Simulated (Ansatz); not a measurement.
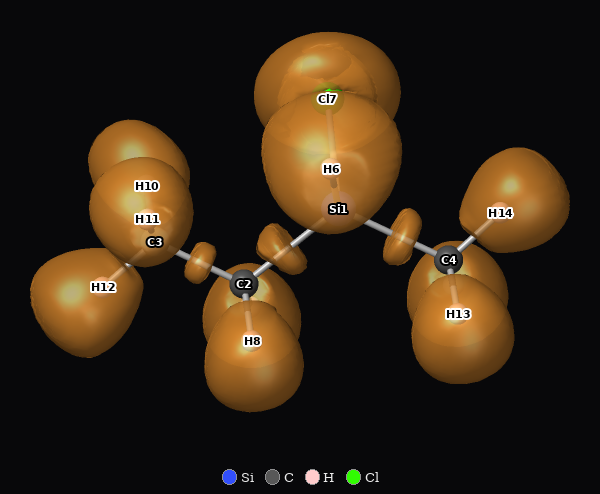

*C3H9ClSi. Isosurface of the electron localisation function at 0.85 (orange), seen across its widest extent. Core shells and regions of very low density are left out.*

These are results of UKS PBE0-D4/6-31G in Ansatz 0.2.0, not measurements.

```xyz
14

Si    0.1870    0.4524    0.7236
C    -0.2062   -0.6546   -0.7719
C    -1.3634   -1.6272   -0.5261
C     1.6084    1.6670    0.4245
H     1.4011    2.2898   -0.4514
H     0.3965   -0.3676    1.9662
Cl   -1.6169    1.6409    1.1356
H     0.7156   -1.2011   -1.0204
H    -0.4231   -0.0036   -1.6285
H    -2.2883   -1.0880   -0.2956
H    -1.1504   -2.2982    0.3139
H    -1.5492   -2.2483   -1.4092
H     2.5403    1.1160    0.2501
H     1.7484    2.3226    1.2890
```

**What do the ELF domains correspond to?**

The surface consists of one region between bonded C–C atoms (shared pairs), two regions between bonded C–Si atoms (shared pairs), nine regions around hydrogen nuclei and one region wrapped around Cl (its lone pairs, merged into a ring or cap).

Values along the shortest contacts:
C–C (1.53 Å): the ELF peaks at about 0.95 between the atoms (a shared electron pair). C–Si (1.89 Å): the ELF peaks at about 0.95 between the atoms: a covalent bond.
